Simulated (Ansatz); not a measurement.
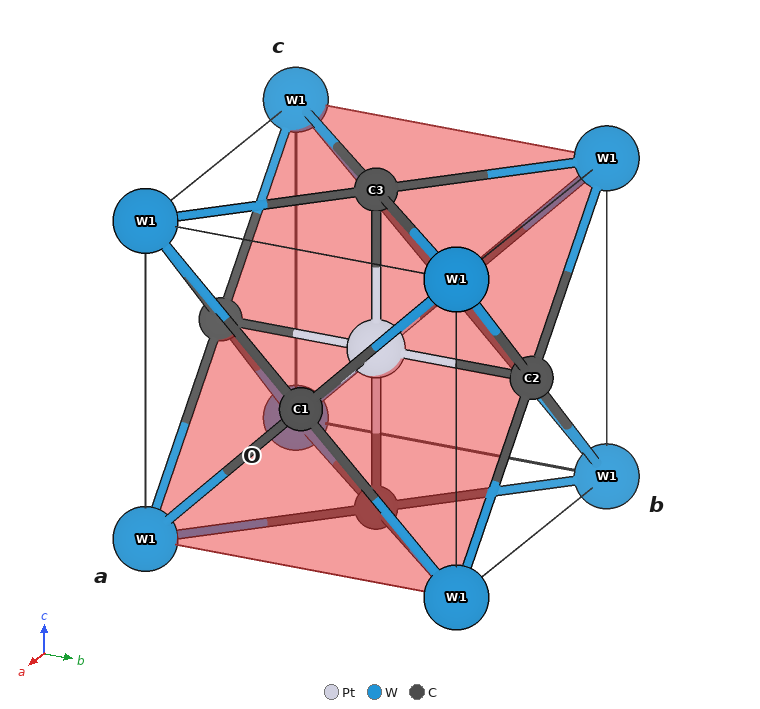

For PtWC3, the geometry relaxed with Ansatz 0.2.0, DFT PBE, scalar-relativistic, plane waves, PAW; the starting structure was generated, so it need not be a known form of this composition: the shaded plane is a symmetry element of the crystal. Geometry calculated from the standardised cell; symmetry tolerance 0.002 Å.

a = 3.930 Å, b = 3.930 Å, c = 3.930 Å, α = 90.00°, β = 90.00°, γ = 90.00°.

```json
{"atom": "Pt1", "x": "0.5000", "y": "0.5000", "z": "0.5000"}
{"atom": "W1", "x": "0.0000", "y": "0.0000", "z": "0.0000"}
{"atom": "C1", "x": "0.0000", "y": "0.5000", "z": "0.5000"}
{"atom": "C2", "x": "0.5000", "y": "0.0000", "z": "0.5000"}
{"atom": "C3", "x": "0.5000", "y": "0.5000", "z": "0.0000"}
```

Is it a mirror or a glide plane, and what is the operation?

Answer. It is a mirror plane, parallel to (1 0 1), through (1/2, 1/2, 1/2): x, y, z → −z+1, y, −x+1.

Onto which atom does it carry each atom (up to whole multiples of a, b and c)?

Answer. Pt1 → Pt1, W1 → W1, C1 → C3, C2 → C2, C3 → C1.
